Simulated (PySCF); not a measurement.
# Rh, Rh⁺: ionisation energy in aug-cc-pVDZ-PP with ECP28

Wanted: the ionisation energy of rhodium, up a ladder of methods.

Program: PySCF 2.14.0. Level of theory: unrestricted determinants in a Gaussian basis, no spin-orbit coupling in the energies. These are calculated values, not measurements, unless marked.

## Step 1: The system

```
Element                                   : rhodium (Z = 45)
Basis                                     : aug-cc-pVDZ-PP with ECP28MDF (5s5p4d2f, 54 functions)
Hamiltonian                               : a scalar-relativistic core potential
State 1                                   : Rh: [Kr] 4d8 5s1, high-spin 4F determinant
State 2                                   : Rh⁺: [Kr] 4d8, high-spin 3F determinant
Methods                                   : UHF, PBE0, BP86, MP2
Core shells frozen in the correlated runs : valence: 4s2 4p6 (for Rh)
```

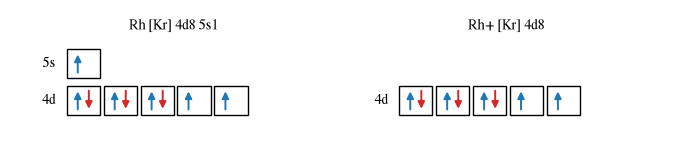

Outer shells as boxes.

One driver process ran all states and methods and kept the integrals in memory. Each run is shown as a PySCF script that sums up its settings (the driver passes frozen orbitals as a list and adds second-order terms of double hybrids); the logs are those of the runs themselves. The driver starts from symmetry-adapted Hartree-Fock orbitals, holds the occupation by maximum overlap and uses a logarithmic radial grid for functionals, so a plain start would take other cycles.

The driver's launch:

```bash
$ OMP_NUM_THREADS=1 python atomrun2.py TASK.json OUT
```

The integrals over 54 functions and the set-up took 0.13 s of CPU time.

## Step 2: Rh, method by method

Level: UHF.

Contents of input.py:

```python
from pyscf import gto, scf, dft, mp, cc
import basis_set_exchange as bse
txt = bse.get_basis("aug-cc-pVDZ-PP", elements=["Rh"], fmt="nwchem", header=False)
cut = txt.index("\nECP")
mol = gto.M(atom="Rh 0 0 0", charge=0, spin=3, symmetry="D2h",
            basis=gto.basis.parse(txt[:cut]),
            ecp={"Rh": gto.basis.parse_ecp(txt[cut:])})
mf = scf.UHF(mol)
mf.irrep_nelec = {'Ag': (4, 1), 'B1g': (1, 1), 'B2g': (1, 1), 'B3g': (1, 1), 'B1u': (1, 1), 'B2u': (1, 1), 'B3u': (1, 1)}
mf.kernel()
```

Level: PBE0.

Changes to input.py:

```diff
@@ -7,3 +7,3 @@
             ecp={"Rh": gto.basis.parse_ecp(txt[cut:])})
-mf = scf.UHF(mol)
+mf = dft.UKS(mol, xc="PBE0")
 mf.irrep_nelec = {'Ag': (4, 1), 'B1g': (1, 1), 'B2g': (1, 1), 'B3g': (1, 1), 'B1u': (1, 1), 'B2u': (1, 1), 'B3u': (1, 1)}
```

Level: BP86.

Changes to input.py:

```diff
@@ -7,3 +7,3 @@
             ecp={"Rh": gto.basis.parse_ecp(txt[cut:])})
-mf = dft.UKS(mol, xc="PBE0")
+mf = dft.UKS(mol, xc="B88,P86")
 mf.irrep_nelec = {'Ag': (4, 1), 'B1g': (1, 1), 'B2g': (1, 1), 'B3g': (1, 1), 'B1u': (1, 1), 'B2u': (1, 1), 'B3u': (1, 1)}
```

Level: MP2 (valence).

Changes to input.py:

```diff
@@ -7,4 +7,5 @@
             ecp={"Rh": gto.basis.parse_ecp(txt[cut:])})
-mf = dft.UKS(mol, xc="B88,P86")
+mf = scf.UHF(mol)
 mf.irrep_nelec = {'Ag': (4, 1), 'B1g': (1, 1), 'B2g': (1, 1), 'B3g': (1, 1), 'B1u': (1, 1), 'B2u': (1, 1), 'B3u': (1, 1)}
 mf.kernel()
+mp.UMP2(mf, frozen=4).kernel()
```

## Step 3: Rh⁺

Level: UHF.

Contents of input.py:

```python
from pyscf import gto, scf, dft, mp, cc
import basis_set_exchange as bse
txt = bse.get_basis("aug-cc-pVDZ-PP", elements=["Rh"], fmt="nwchem", header=False)
cut = txt.index("\nECP")
mol = gto.M(atom="Rh 0 0 0", charge=1, spin=2, symmetry="D2h",
            basis=gto.basis.parse(txt[:cut]),
            ecp={"Rh": gto.basis.parse_ecp(txt[cut:])})
mf = scf.UHF(mol)
mf.irrep_nelec = {'Ag': (3, 1), 'B1g': (1, 1), 'B2g': (1, 1), 'B3g': (1, 1), 'B1u': (1, 1), 'B2u': (1, 1), 'B3u': (1, 1)}
mf.kernel()
```

Level: PBE0.

Changes to input.py:

```diff
@@ -7,3 +7,3 @@
             ecp={"Rh": gto.basis.parse_ecp(txt[cut:])})
-mf = scf.UHF(mol)
+mf = dft.UKS(mol, xc="PBE0")
 mf.irrep_nelec = {'Ag': (3, 1), 'B1g': (1, 1), 'B2g': (1, 1), 'B3g': (1, 1), 'B1u': (1, 1), 'B2u': (1, 1), 'B3u': (1, 1)}
```

Level: BP86.

Changes to input.py:

```diff
@@ -7,3 +7,3 @@
             ecp={"Rh": gto.basis.parse_ecp(txt[cut:])})
-mf = dft.UKS(mol, xc="PBE0")
+mf = dft.UKS(mol, xc="B88,P86")
 mf.irrep_nelec = {'Ag': (3, 1), 'B1g': (1, 1), 'B2g': (1, 1), 'B3g': (1, 1), 'B1u': (1, 1), 'B2u': (1, 1), 'B3u': (1, 1)}
```

Level: MP2 (valence).

Changes to input.py:

```diff
@@ -7,4 +7,5 @@
             ecp={"Rh": gto.basis.parse_ecp(txt[cut:])})
-mf = dft.UKS(mol, xc="B88,P86")
+mf = scf.UHF(mol)
 mf.irrep_nelec = {'Ag': (3, 1), 'B1g': (1, 1), 'B2g': (1, 1), 'B3g': (1, 1), 'B1u': (1, 1), 'B2u': (1, 1), 'B3u': (1, 1)}
 mf.kernel()
+mp.UMP2(mf, frozen=4).kernel()
```

Before running it: what results should come out?

**Answer**, as computed:

```
             quantity                                               value
ionisation energy, Rh  UHF 6.314, MP2 (valence) 7.244 eV; reference 7.479
```

Accuracy against cost (mean over 1 difference):

```
           method  mean absolute miss against the measured value (with the measured fine structure taken into account where it is known) (eV)  CPU time, both states (s)
              UHF                                                                                                                       1.165                       0.37
             PBE0                                                                                                                       0.110                       0.77
             BP86                                                                                                                       0.586                       0.64
    MP2 (valence)                                                                                                                       0.235                       0.44
SCS-MP2 (valence)                                                                                                                       0.446                       0.44
```

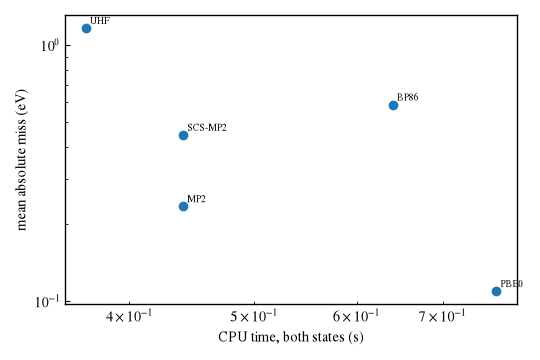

Miss against the measured value (with the measured fine structure taken into account where it is known) and CPU time.

Against experiment PBE0 comes closest (off by 0.11 eV) and UHF is farthest (1.17 eV). Hartree-Fock falls short because the species with more electrons holds more correlation energy, which it lacks. The basis is finite, and no extrapolation was made.
